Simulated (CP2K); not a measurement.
**UB3LYP/6-31G(d) (spherical functions) run of SiH (SMILES [SiH])**

What is the vertical doublet–quartet gap of SiH at UB3LYP/6-31G* (spherical functions)? 

The results are computed with CP2K 2026.2.

## Step 1: The structure to begin with

SiH has 2 atoms, charge 0, and is taken as a doublet. SMILES: `[SiH]`. The coordinates come from a PBE0-D4/def2-TZVP relaxation.

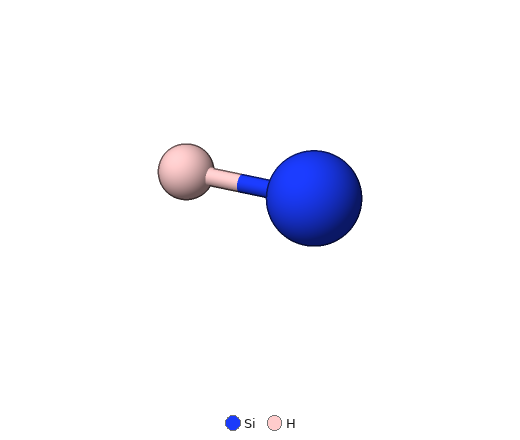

The structure, seen from a chosen angle (silicon blue, hydrogen pink).

## Step 2: A single-point energy at UB3LYP/6-31G(d) (spherical functions)

File molecule.xyz:

```xyz
2

Si     0.000000     0.000000    -0.007580
H      0.000000     0.000000     1.524140
```

File job.inp:

```
&GLOBAL
 PROJECT_NAME job
 RUN_TYPE ENERGY
 PRINT_LEVEL MEDIUM
&END

&FORCE_EVAL
 METHOD QUICKSTEP
 &DFT
  BASIS_SET_FILE_NAME ./6_31gs.basis
  POTENTIAL_FILE_NAME POTENTIAL
  MULTIPLICITY 2
  UKS T
  &QS
   METHOD GAPW
   EPS_DEFAULT 1.0E-10
  &END
  &MGRID
   CUTOFF 280
   REL_CUTOFF 50
   NGRIDS 4
  &END
  &POISSON
   PERIODIC NONE
   POISSON_SOLVER WAVELET
  &END
  &SCF
   SCF_GUESS ATOMIC
   EPS_SCF 1.0E-07
   MAX_SCF 150
   ADDED_MOS 5
   &DIAGONALIZATION
    ALGORITHM STANDARD
   &END
   &MIXING
    METHOD DIRECT_P_MIXING
    ALPHA 0.4
   &END
  &END
  &XC
   &XC_FUNCTIONAL
    &HYB_GGA_XC_B3LYP
    &END
   &END
   &HF
    FRACTION 0.2
    &SCREENING
     EPS_SCHWARZ 1.0E-10
    &END
    &MEMORY
     MAX_MEMORY 1050
    &END
   &END
  &END
  &PRINT
   &MOMENTS
    PERIODIC F
    REFERENCE COM
    MAX_MOMENT 1
   &END
   &MO ON
    ENERGIES T
    OCCUPATION_NUMBERS T
    NDIGITS 6
    &EACH
     QS_SCF 0
    &END
    ADD_LAST NUMERIC
   &END
   &LOWDIN ON
   &END
   &HIRSHFELD OFF
   &END
  &END
 &END
 &SUBSYS
  &CELL
   ABC 11.5 11.5 11.5
   PERIODIC NONE
  &END
  &TOPOLOGY
   COORD_FILE_NAME molecule.xyz
   COORD_FILE_FORMAT XYZ
   &CENTER_COORDINATES
   &END
  &END
  &KIND Si
   BASIS_SET 6-31Gs
   POTENTIAL ALL
   LEBEDEV_GRID 194
   RADIAL_GRID 100
  &END
  &KIND H
   BASIS_SET 6-31Gs
   POTENTIAL ALL
   LEBEDEV_GRID 194
   RADIAL_GRID 100
  &END
 &END
&END
```

Run with:

```bash
$ OMP_NUM_THREADS=1 cp2k.psmp -i job.inp > job.out 2>&1
```

The program printed:

```text
CP2K| version string:                                       CP2K version 2026.2
[...]
 GLOBAL| Method name                                                        CP2K
[...]
 GLOBAL| Run type                                                         ENERGY
[...]
 DFT| Spin unrestricted (spin-polarized) Kohn-Sham calculation               UKS
 DFT| Multiplicity                                                             2
[...]
 DFT| Charge                                                                   0
[...]
 FUNCTIONAL| HYB_GGA_XC_B3LYP:
[...]
 QS| Method:                                                                GAPW
[...]
 QS| Density cutoff [a.u.]:                                                140.0
[...]
 QS| Relative density cutoff [a.u.]:                                        25.0
[...]
                             - Atoms:                                          2
[...]
                             - Spherical basis functions:                     20
[...]
 Number of electrons:                                                          8
[...]
     1 P_Mix/Diag. 0.40E+00    3.0     0.19044177      -289.9396564721 -2.90E+02
[...]
    12 DIIS/Diag.  0.44E-07    2.3     0.00000006      -289.9868192043 -1.76E-12
  *** SCF run converged in    12 steps ***
[...]
  Overlap energy of the core charge distribution:               0.00000001022280
  Self energy of the core charge distribution:               -127.07088120359694
  Core Hamiltonian energy:                                   -161.50273387224109
  Hartree energy:                                              35.01408374872109
  Exchange-correlation energy:                                 -4.87311886447636
  Hartree-Fock Exchange energy:                                -4.12657675097805
[...]
  Ideal and single determinant S**2 :                    0.750000       0.752780
[...]
                     Mulliken Population Analysis
 #  Atom  Element  Kind  Atomic population (alpha,beta) Net charge  Spin moment
       1     Si       1         7.459376     6.434856     0.105768     1.024520
       2     H        2         0.540624     0.565144    -0.105768    -0.024520
 # Total charge and spin        8.000000     7.000000    -0.000000     1.000000
[...]
  Dipole moment [Debye]
    X= -0.2254157E-08 Y= -0.2250813E-08 Z=  0.3576532E+00  Total=      0.3576532
 ENERGY| Total FORCE_EVAL ( QS ) energy [hartree]           -289.986819204315509
[...]
```

Run time: 29 s. Hardware: 1 thread of Arm Neoverse V2, shared host; peak memory 0.96 GiB.

## Step 3: The quartet

File gas.inp:

```
&GLOBAL
  PROJECT_NAME gas
  RUN_TYPE ENERGY
  PRINT_LEVEL MEDIUM
&END

&FORCE_EVAL
  METHOD QS
  &DFT
    BASIS_SET_FILE_NAME ./6_31gs.basis
    POTENTIAL_FILE_NAME POTENTIAL
    CHARGE 0
    MULTIPLICITY 4
    UKS T
    &QS
      METHOD GAPW
      EPS_DEFAULT 1.0E-10
    &END
    &MGRID
      CUTOFF 280
      REL_CUTOFF 50
      NGRIDS 4
    &END
    &POISSON
      PERIODIC NONE
      POISSON_SOLVER WAVELET
    &END
    &SCF
      SCF_GUESS ATOMIC
      EPS_SCF 1.0E-07
      MAX_SCF 150
      ADDED_MOS 5
      &DIAGONALIZATION
        ALGORITHM STANDARD
      &END
      &MIXING
        METHOD DIRECT_P_MIXING
        ALPHA 0.4
      &END
    &END
    &XC
      &XC_FUNCTIONAL
        &HYB_GGA_XC_B3LYP
        &END
      &END
      &HF
        FRACTION 0.2
        &SCREENING
          EPS_SCHWARZ 1.0E-10
          SCREEN_ON_INITIAL_P F
        &END
        &INTERACTION_POTENTIAL
          POTENTIAL_TYPE COULOMB
        &END
        &MEMORY
          MAX_MEMORY 1050
        &END
      &END
    &END
    &PRINT
      &MOMENTS
        PERIODIC F
        REFERENCE COM
        MAX_MOMENT 1
      &END
      &MO ON
        ENERGIES T
        OCCUPATION_NUMBERS T
        NDIGITS 6
        &EACH
          QS_SCF 0
        &END
        ADD_LAST NUMERIC
      &END
      &LOWDIN ON
      &END
      &HIRSHFELD OFF
      &END
      &MO_MOLDEN ON
        NDIGITS 8
      &END
    &END
  &END
  &SUBSYS
    &CELL
      ABC [angstrom] 11.5 11.5 11.5
      PERIODIC NONE
    &END
    &COORD
      SCALED T
      Si   0.50000000   0.50000000   0.43340348
      H    0.50000000   0.50000000   0.56659652
    &END
    &KIND Si
      BASIS_SET 6-31Gs
      POTENTIAL ALL
      LEBEDEV_GRID 194
      RADIAL_GRID 100
    &END
    &KIND H
      BASIS_SET 6-31Gs
      POTENTIAL ALL
      LEBEDEV_GRID 194
      RADIAL_GRID 100
    &END
  &END
&END
```

Run with:

```bash
$ OMP_NUM_THREADS=1 cp2k.psmp gas.inp > gas.out
```

The program printed:

```text
CP2K| version string:                                       CP2K version 2026.2
[...]
 GLOBAL| Method name                                                        CP2K
[...]
 GLOBAL| Run type                                                         ENERGY
[...]
 DFT| Spin unrestricted (spin-polarized) Kohn-Sham calculation               UKS
 DFT| Multiplicity                                                             4
[...]
 DFT| Charge                                                                   0
[...]
 FUNCTIONAL| HYB_GGA_XC_B3LYP:
[...]
 QS| Method:                                                                GAPW
[...]
 QS| Density cutoff [a.u.]:                                                140.0
[...]
 QS| Relative density cutoff [a.u.]:                                        25.0
[...]
                             - Atoms:                                          2
[...]
                             - Spherical basis functions:                     20
[...]
 Number of electrons:                                                          9
[...]
     1 P_Mix/Diag. 0.40E+00    3.0     0.25094144      -290.1901338648 -2.90E+02
[...]
    14 DIIS/Diag.  0.62E-07    2.3     0.00000003      -289.9185552823 -2.16E-12
  *** SCF run converged in    14 steps ***
[...]
  Overlap energy of the core charge distribution:               0.00000001022281
  Self energy of the core charge distribution:               -127.07088120359694
  Core Hamiltonian energy:                                   -161.49276634821683
  Hartree energy:                                              35.05163672343490
  Exchange-correlation energy:                                 -4.85200331226359
  Hartree-Fock Exchange energy:                                -4.13290605198422
[...]
  Ideal and single determinant S**2 :                    3.750000       3.751242
[...]
                     Mulliken Population Analysis
 #  Atom  Element  Kind  Atomic population (alpha,beta) Net charge  Spin moment
       1     Si       1         8.386692     5.665286    -0.051978     2.721406
       2     H        2         0.613308     0.334714     0.051978     0.278594
 # Total charge and spin        9.000000     6.000000    -0.000000     3.000000
[...]
  Dipole moment [Debye]
    X= -0.3039984E-08 Y= -0.3040080E-08 Z=  0.5800508E-01  Total=      0.0580051
 ENERGY| Total FORCE_EVAL ( QS ) energy [hartree]           -289.918555282302691
[...]
```

Wall time 34 s (1 thread of Arm Neoverse V2, shared host); peak memory 0.96 GiB.

## Step 4: What came out

At UB3LYP/6-31G* (spherical functions):

```
                                        quantity          value
                           doublet: total energy  -289.98682 Eh
                          doublet: dipole moment         0.36 D
     doublet: HOMO energy (highest over α and β)       -5.13 eV
      doublet: LUMO energy (lowest over α and β)       -3.36 eV
                                   doublet: ⟨S²⟩          0.753
                           quartet: total energy  -289.91856 Eh
                          quartet: dipole moment         0.06 D
     quartet: HOMO energy (highest over α and β)       -5.49 eV
      quartet: LUMO energy (lowest over α and β)       -5.26 eV
                                   quartet: ⟨S²⟩          3.751
vertical energy of the quartet above the doublet       1.858 eV
```

In words: At this shape the quartet lies 1.86 eV (43 kcal/mol) above the doublet.
